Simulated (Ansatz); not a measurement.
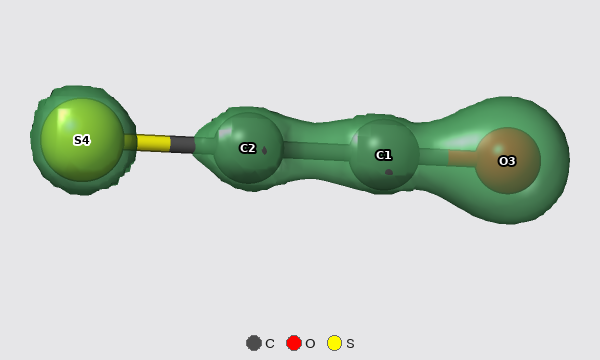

*C2OS (SMILES O=C=C=S). Isosurface of the total electron density at 2 e/Å³ (green), seen from one side.*

Geometry: B3LYP-D3(BJ)/def2-SVP.

All numbers below come from Ansatz, isolated molecule in a Gaussian basis; Kohn-Sham density functional theory, functional PBE0.

Question: How is the density connected at this value?

Answer: At this value the surface falls into two separate pieces. It bridges the sampled C–O (1.18 Å) and C–C (1.29 Å) contacts, where the density stays above the isovalue. It is pinched off along the sampled C–S (1.58 Å) contacts. On the grid the lowest density along these lines, outside the cores, is 3 e/Å³ (C–O, 1.18 Å), 2.4 e/Å³ (C–C, 1.29 Å) and 1.6 e/Å³ (C–S, 1.58 Å).
